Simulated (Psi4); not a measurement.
# HBr: geometry relaxation (part 1 of 2)

System: HBr, SMILES Br.
Method: CAM-B3LYP/6-311G**, RKS, dispersion D3(BJ) (Psi4 1.11).

The atoms were displaced at random from an optimised geometry.

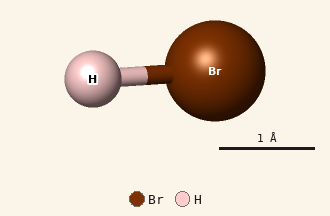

The starting structure (ball-and-stick view, seen at an oblique angle). Bond lengths as drawn: Br–H 1.41 Å.

**Summary**

| quantity | value |
| --- | --- |
| outcome | converged |
| total energy | −2574.847198 hartree |
| dispersion energy | −0.000278 hartree |
| basis functions | 50 |
| HOMO | −10.09 eV |
| LUMO | 0.74 eV |
| dipole moment | 1.12 D |
| hardware | 1 thread of AMD EPYC (Zen 5), 16 GiB of memory available, shared host |
| wall time | 5.1 s |
| peak memory | 0.3 GiB |

**The input (job.in)**
```
memory 1.6 GB

molecule system {
  0 1
  Br    -0.602239     0.285945    -0.353374
  H      0.557979    -0.187126     0.285760
}

set basis 6-311G**
set geom_maxiter 60
set df_basis_scf def2-universal-jkfit

optimize('cam-b3lyp-d3bj2b')
```

Run as:
```bash
psi4 -n 1 job.in job.out
```

**Log**
```
Psi4 1.11 release

gradient() will perform analytic gradient computation.

   => Loading Basis Set <=

    Name: 6-311G**
    Role: ORBITAL
    Keyword: BASIS

   => CAM-B3LYP-D3(BJ): Empirical Dispersion <=

        s6 =       1.000000
        s8 =       2.067400
        a1 =       0.370800
        a2 =       5.474300

         ---------------------------------------------------------
                                   SCF
                              RKS Reference
                        1 Threads,   1525 MiB Core
         ---------------------------------------------------------

  ==> Geometry <==

    Molecular point group: c2v
    Full point group: C_inf_v

    Geometry (in Angstrom), charge = 0, multiplicity = 1:

       Center              X                  Y                   Z               Mass
    ------------   -----------------  -----------------  -----------------  -----------------
         BR           0.000000000000    -0.000000000000    -0.017735874177    78.918337600000
         H            0.000000000000     0.000000000000     1.388818159097     1.007825032230

  Running in c2v symmetry.

  Rotational constants: A = ************  B =      8.56268  C =      8.56268 [cm^-1]
  Rotational constants: A = ************  B = 256702.59057  C = 256702.59057 [MHz]
  Nuclear repulsion =   13.167785904627486

  Charge       = 0
  Multiplicity = 1
  Electrons    = 36
  Nalpha       = 18
  Nbeta        = 18

  ==> Algorithm <==

  SCF Algorithm Type is DF.
  DIIS enabled.
  MOM disabled.
  Fractional occupation disabled.
  Guess Type is SAD.
  Energy threshold   = 1.00e-08
  Density threshold  = 1.00e-08
  Integral threshold = 1.00e-12

  ==> Primary Basis <==

  Basis Set: 6-311G**
    Blend: 6-311G**
    Number of shells: 22
    Number of basis functions: 50
    Number of Cartesian functions: 53
    Spherical Harmonics?: true
    Max angular momentum: 2

  ==> DFT Potential <==

   => LibXC <=

    Version 7.1.2

   => Composite Functional: CAM-B3LYP-D3BJ2B <=

    CAM-B3LYP-d3bj2b Hyb-GGA Exchange-Correlation Functional

    Deriv               =              1
    GGA                 =           TRUE
    Meta                =          FALSE

    Exchange Hybrid     =           TRUE
    MP2 Hybrid          =          FALSE

   => Exchange Functionals <=

    0.3500         Becke 88 [omega = 0.3300]
    0.4600   Short-range recipe for B88 functional - erf [omega = 0.3300]

   => Exact (HF) Exchange <=

    0.4600            HF,LR [omega = 0.3300]
    0.1900               HF

   => Correlation Functionals <=

    0.1900   Vosko, Wilk & Nusair (VWN5)
    0.8100   Lee, Yang & Parr

   => LibXC Density Thresholds  <==

    XC_HYB_GGA_XC_CAM_B3LYP:  1.00E-14

   => Molecular Quadrature <=

    Radial Scheme          =       TREUTLER
    Pruning Scheme         =           NONE
    Nuclear Scheme         =       TREUTLER

    Blocking Scheme        =         OCTREE
    BS radius alpha        =              1
    Pruning alpha          =              1
    Radial Points          =             75
    Spherical Points       =            302
    Total Points           =          42447
    Total Blocks           =            378
    Max Points             =            256
    Max Functions          =             50
    Weights Tolerance      =       1.00E-15

   => Loading Basis Set <=

    Name: DEF2-UNIVERSAL-JKFIT
    Role: JKFIT
    Keyword: DF_BASIS_SCF

  ==> Integral Setup <==

  DFHelper Memory: AOs need 0.017 GiB; user supplied 1.069 GiB.
  SCF_SUBTYPE=INCORE selected. In-core MEM_DF algorithm will be used.
  Using in-core AOs.

  ==> MemDFJK: Density-Fitted J/K Matrices <==

    J tasked:                   Yes
    K tasked:                   Yes
    wK tasked:                  Yes
    Omega:                3.300E-01
    Memory [MiB]:              1095
    Algorithm:                 Core
    Schwarz Cutoff:           1E-12
    Mask sparsity (%):       0.0000
    Fitting Condition:        1E-10

   => Auxiliary Basis Set <=

  Basis Set: DEF2-UNIVERSAL-JKFIT
    Blend: DEF2-UNIVERSAL-JKFIT
    Number of shells: 66
    Number of basis functions: 284
    Number of Cartesian functions: 391
    Spherical Harmonics?: true
    Max angular momentum: 5

  Cached 100.0% of DFT collocation blocks in 0.048 [GiB].

  Minimum eigenvalue in the overlap matrix is 1.0723793419E-02.
  Reciprocal condition number of the overlap matrix is 2.6651236355E-03.
    Using symmetric orthogonalization.

  ==> Pre-Iterations <==

  SCF Guess: Superposition of Atomic Densities via on-the-fly atomic UHF (no occupation information).

   -------------------------
    Irrep   Nso     Nmo
   -------------------------
     A1        25      25
     A2         3       3
     B1        11      11
     B2        11      11
   -------------------------
    Total      50      50
   -------------------------

  ==> Iterations <==

                           Total Energy        Delta E     RMS |[F,P]|

   @DF-RKS iter SAD: -2573.25406659686996   -2.57325e+03   0.00000e+00
   @DF-RKS iter   1: -2574.41237211301268   -1.15831e+00   7.22673e-02 ADIIS/DIIS
   @DF-RKS iter   2: -2574.42853888202899   -1.61668e-02   7.28372e-02 ADIIS/DIIS
   @DF-RKS iter   3: -2574.84698184138597   -4.18443e-01   1.19789e-03 ADIIS/DIIS
   @DF-RKS iter   4: -2574.84709437783977   -1.12536e-04   9.00974e-05 DIIS
   @DF-RKS iter   5: -2574.84709797456298   -3.59672e-06   3.75538e-05 DIIS
   @DF-RKS iter   6: -2574.84709855710707   -5.82544e-07   3.23601e-06 DIIS
   @DF-RKS iter   7: -2574.84709856392101   -6.81393e-09   1.29526e-06 DIIS
   @DF-RKS iter   8: -2574.84709856459676   -6.75755e-10   9.70191e-08 DIIS
   @DF-RKS iter   9: -2574.84709856459813   -1.36424e-12   3.60150e-09 DIIS
  Energy and wave function converged.

  ==> Post-Iterations <==

   Electrons on quadrature grid:
      Ntotal   =   36.0000005675 ; deviation = 5.675e-07

    Orbital Energies [Eh]
    ---------------------

    Doubly Occupied:

       1A1  -482.901434     2A1   -62.551200     3A1   -56.373126
       1B2   -56.369361     1B1   -56.369361     4A1    -8.772721
       5A1    -6.605782     2B1    -6.592822     2B2    -6.592822
       6A1    -2.718956     3B2    -2.714773     3B1    -2.714773
       1A2    -2.704640     7A1    -2.704640     8A1    -0.881451
       9A1    -0.512785     4B2    -0.370988     4B1    -0.370988

    Virtual:

      10A1     0.030749    11A1     0.221353     5B2     0.334836
       5B1     0.334836    12A1     0.340025    13A1     0.540524
       6B1     0.619544     6B2     0.619544     2A2     0.683051
      14A1     0.683051    15A1     0.901633     7B1     1.480588
       7B2     1.480588    16A1     1.934758     8B2     1.942318
       8B1     1.942318    17A1     2.013234    18A1     2.413236
       3A2     4.198973    19A1     4.198973     9B2     4.236051
       9B1     4.236051    20A1     4.378453    21A1     6.563307
      10B2     7.514398    10B1     7.514398    22A1     7.557099
      23A1    47.847709    11B1   289.660031    11B2   289.660031
      24A1   289.724276    25A1  1020.417039

    Final Occupation by Irrep:
             A1    A2    B1    B2
    DOCC [     9,    1,    4,    4 ]
    NA   [     9,    1,    4,    4 ]
    NB   [     9,    1,    4,    4 ]

  @DF-RKS Final Energy: -2574.84709856459813

   => Energetics <=

    Nuclear Repulsion Energy =             13.1677859046274861
    One-Electron Energy =               -3608.8738516009329942
    Two-Electron Energy =                1092.6232731372870148
    DFT Exchange-Correlation Energy =     -71.7640281558529551
    Empirical Dispersion Energy =          -0.0002778497270429
    VV10 Nonlocal Energy =                  0.0000000000000000
    Total Energy =                      -2574.8470985645981273

Computation Completed

Properties will be evaluated at   0.000000,   0.000000,   0.000000 [a0]

Properties computed using the SCF density matrix

 Multipole Moments:

 ------------------------------------------------------------------------------------
     Multipole            Electronic (a.u.)      Nuclear  (a.u.)        Total (a.u.)
 ------------------------------------------------------------------------------------

 L = 1.  Multiply by 2.5417464519 to convert [e a0] to [Debye]
 Dipole X            :          0.0000000            0.0000000            0.0000000
 Dipole Y            :          0.0000000            0.0000000            0.0000000
 Dipole Z            :         -1.0150413            1.4514279            0.4363866
 Magnitude           :                                                    0.4363866

 ------------------------------------------------------------------------------------

	total time  =          2 seconds =       0.03 minutes

         ------------------------------------------------------------
                                   SCF GRAD
         ------------------------------------------------------------

  ==> Geometry <==

    Molecular point group: c2v
    Full point group: C_inf_v

    Geometry (in Angstrom), charge = 0, multiplicity = 1:

       Center              X                  Y                   Z               Mass
    ------------   -----------------  -----------------  -----------------  -----------------
         BR          -0.000000000000     0.000000000000    -0.017735874177    78.918337600000
         H            0.000000000000     0.000000000000     1.388818159097     1.007825032230

  Nuclear repulsion =   13.167785904627486

  ==> Basis Set <==

  Basis Set: 6-311G**
    Blend: 6-311G**
    Number of shells: 22
    Number of basis functions: 50
    Number of Cartesian functions: 53
    Spherical Harmonics?: true
    Max angular momentum: 2

  ==> DFJKGrad: Density-Fitted SCF Gradients <==

    Gradient:                    1
    J tasked:                  Yes
    K tasked:                  Yes
    wK tasked:                 Yes
    Omega:               3.300E-01
    Integrals threads:           1
    Memory [MiB]:             1144
    Schwarz Cutoff:          1E-12
    Fitting Condition:       1E-10

   => Auxiliary Basis Set <=

  Basis Set: DEF2-UNIVERSAL-JKFIT
    Blend: DEF2-UNIVERSAL-JKFIT
    Number of shells: 66
    Number of basis functions: 284
    Number of Cartesian functions: 391
    Spherical Harmonics?: true
    Max angular momentum: 5

   => Molecular Quadrature <=

    Radial Scheme          =       TREUTLER
    Pruning Scheme         =           NONE
    Nuclear Scheme         =       TREUTLER

    Blocking Scheme        =         OCTREE
    BS radius alpha        =              1
    Pruning alpha          =              1
    Radial Points          =             75
    Spherical Points       =            302
    Total Points           =          42447
    Total Blocks           =            378
    Max Points             =            256
    Max Functions          =             50
    Weights Tolerance      =       1.00E-15

  -Total Gradient:
     Atom            X                  Y                   Z
    ------   -----------------  -----------------  -----------------
       1        0.000000000000     0.000000000000     0.007446205679
       2        0.000000000000     0.000000000000    -0.007450514217

	total time  =          0 seconds =       0.00 minutes

    			-----------------------------------------

    			 OPTKING 3.0: for geometry optimizations

    			        with contributions from

    			-----------------------------------------

	                            ===> Fragment 1 <==

	 Z (Atomic Numbers)          Masses                          Geom
	      35.000000            78.918338         -0.00000000  0.00000000 -0.03351594
	       1.000000             1.007825          0.00000000  0.00000000  2.62448596

	 - Coordinate -           - BOHR/RAD -       - ANG/DEG -
	 R(1,2)           =         2.658002           1.406554

	        --- Internal Coordinate Step in ANG or DEG, aJ/ANG or AJ/DEG ---
	-------------------------------------------------------------------------------
	           Coordinate      Previous         Force          Change          New
	           ----------      --------        ------          ------        ------
	               R(1,2)       1.40655        0.06136        0.01811       1.42466
	-------------------------------------------------------------------------------

	                                 ==> Convergence Check <==

	Measures of convergence in internal coordinates in au.

	Criteria marked as inactive (o), active & met (*), and active & unmet ( ).

	----------------------------------------------------------------------------------------------~
	   Step    Total Energy     Delta E     Max Force     RMS Force      Max Disp      RMS Disp   ~
	----------------------------------------------------------------------------------------------~
	  Convergence Criteria     1.00e-06 *    3.00e-04 *             o    1.20e-03 *             o~
	----------------------------------------------------------------------------------------------~
	     1   -2574.84709856   -2.57e+03      7.45e-03      7.45e-03 o    3.42e-02      3.42e-02 o  ~
	----------------------------------------------------------------------------------------------

Next Geometry in Ang
	Fragment 1 (Ang)

	   Br  -0.0000000000   0.0000000000  -0.0267903124
	    H   0.0000000000   0.0000000000   1.3978725973

    Structure for next step:
    Molecular point group: c2v
    Full point group: C_inf_v

    Geometry (in Angstrom), charge = 0, multiplicity = 1:

    BR           0.000000000000     0.000000000000    -0.017964217167
    H            0.000000000000    -0.000000000000     1.406698692482

gradient() will perform analytic gradient computation.

  ==> Geometry <==

    Molecular point group: c2v
    Full point group: C_inf_v

    Geometry (in Angstrom), charge = 0, multiplicity = 1:

       Center              X                  Y                   Z               Mass
    ------------   -----------------  -----------------  -----------------  -----------------
         BR           0.000000000000     0.000000000000    -0.017964217167    78.918337600000
         H           -0.000000000000     0.000000000000     1.406698692482     1.007825032230

  Running in c2v symmetry.

  Rotational constants: A = ************  B =      8.34638  C =      8.34638 [cm^-1]
  Rotational constants: A = ************  B = 250218.17756  C = 250218.17756 [MHz]
  Nuclear repulsion =   13.000410306194263

  Charge       = 0
  Multiplicity = 1
  Electrons    = 36
  Nalpha       = 18
  Nbeta        = 18

  ==> Algorithm <==

  SCF Algorithm Type is DF.
  DIIS enabled.
  MOM disabled.
  Fractional occupation disabled.
  Guess Type is READ.
  Energy threshold   = 1.00e-08
  Density threshold  = 1.00e-08
  Integral threshold = 1.00e-12

   => Loading Basis Set <=

    Name: 6-311G**
    Role: ORBITAL
    Keyword: BASIS

  Reading orbitals from file scr/output.180.npy, no projection.

  ==> Integral Setup <==

  DFHelper Memory: AOs need 0.017 GiB; user supplied 1.070 GiB.
  SCF_SUBTYPE=INCORE selected. In-core MEM_DF algorithm will be used.
  Using in-core AOs.

   => Auxiliary Basis Set <=

  Basis Set: DEF2-UNIVERSAL-JKFIT
    Blend: DEF2-UNIVERSAL-JKFIT
    Number of shells: 66
    Number of basis functions: 284
    Number of Cartesian functions: 391
    Spherical Harmonics?: true
    Max angular momentum: 5

  Cached 100.0% of DFT collocation blocks in 0.048 [GiB].

  Minimum eigenvalue in the overlap matrix is 1.0763138250E-02.
  Reciprocal condition number of the overlap matrix is 2.6875692187E-03.
    Using symmetric orthogonalization.

  ==> Pre-Iterations <==
```
